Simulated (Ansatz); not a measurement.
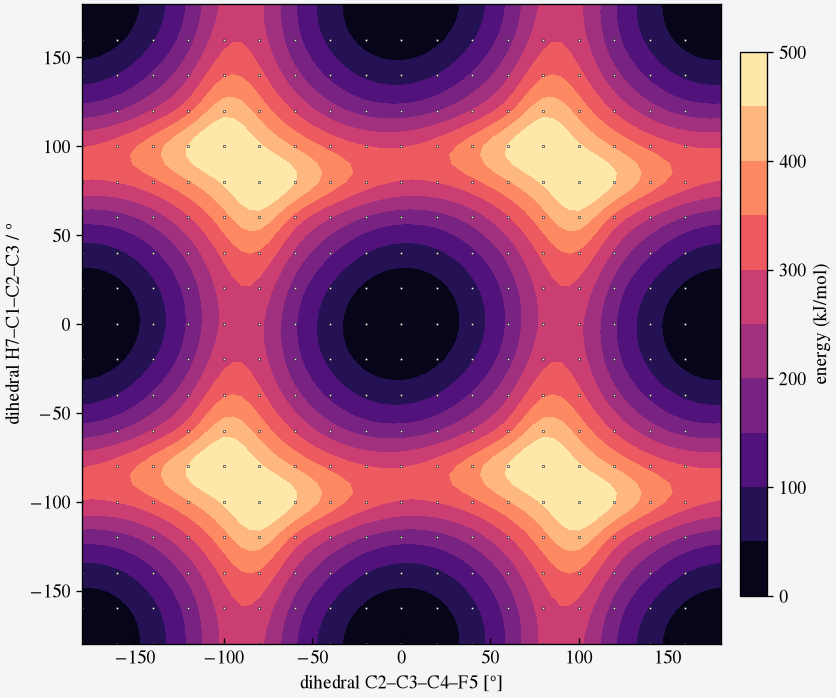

Energy landscape of C4H4F2, SMILES C=CC=C(F)F. The first coordinate is: dihedral C2–C3–C4–F5; the second: dihedral H7–C1–C2–C3. Nothing is relaxed (all other coordinates rigid). The scan uses an 18 × 18 grid. Points are written as (first, second). All energies are given in kJ/mol relative to the relaxed molecule at the same level. The dihedral twists a double bond; near 90° a spin-restricted reference is unreliable. These are results of RKS B3LYP-D4/def2-SVP (Ansatz), not measurements.

The picture shows filled contours, dots at the grid points. Between grid points the surface is interpolated. 

### Describe this landscape.

The lowest grid point is at (−180°, 0°), 0 kJ/mol from the relaxed molecule at the same level; the map holds 4 wells of about this depth. The highest grid point, (−100°, 100°), lies 498 kJ/mol above the lowest. On the interpolated surface the easiest way out of the lowest well to a well of about the same depth near (0°, 0°) passes a barrier of about 280 kJ/mol. Round the minimum the two coordinates are weakly coupled (coupling −0.06 in units of the two stiffnesses).

Each point was launched as `ansatz run input.yaml --threads 1 --pin off --max-ram 2560MiB --backend cpu --events-out ev --progress --plain --runs-dir out`. The whole map (324 points run) took 22 min on 1 thread of Arm Neoverse V2, on a shared host.
